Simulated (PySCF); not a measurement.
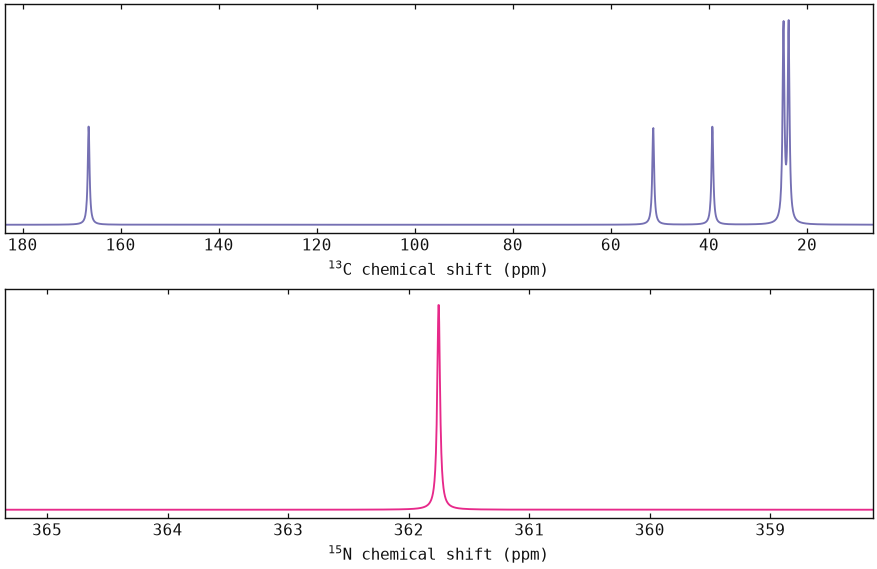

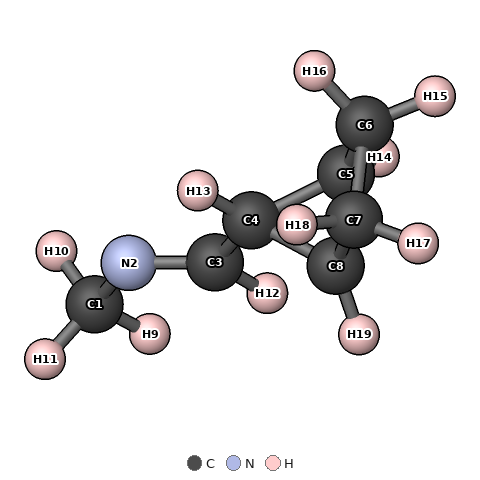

Spectrum and numbered structure of C₇H₁₁N, SMILES C/N=C/[C@@H]1[C@H]2CC[C@@H]12. GIAO shifts, PBE0/pcSseg-1 with PySCF 2.14.0, at a GFN2-xTB geometry (no frequency check), against TMS for ¹³C and NH₃ for ¹⁵N computed at the same level (¹⁵N: a single molecule, while the usual scales start at liquid NH₃ or nitromethane; multiply bonded nitrogen can come out tens of ppm too deshielded). Gas phase, fully decoupled, line heights follow the number of nuclei, widths are arbitrary (no quadrupolar broadening); values of one conformer, averaged over methyl-type rotors and exact or near symmetry; other conformers aren't averaged in.

Q: Assign the ¹³C signals to the numbered atoms.

A:
| δ (ppm) | nuclei | atoms |
| --- | --- | --- |
| 166.5 | 1 | C3 |
| 51.4 | 1 | C1 |
| 39.3 | 1 | C4 |
| 24.8 | 2 | C6, C7 |
| 23.8 | 2 | C5, C8 |

The order of signals that lie close, as those under 2 ppm apart, is within the error of the method.

Q: Where does the ¹⁵N line lie?

A: At 361.8 ppm (N2).

Caveats: the tight-binding geometry is rougher than a DFT one and adds to the error.
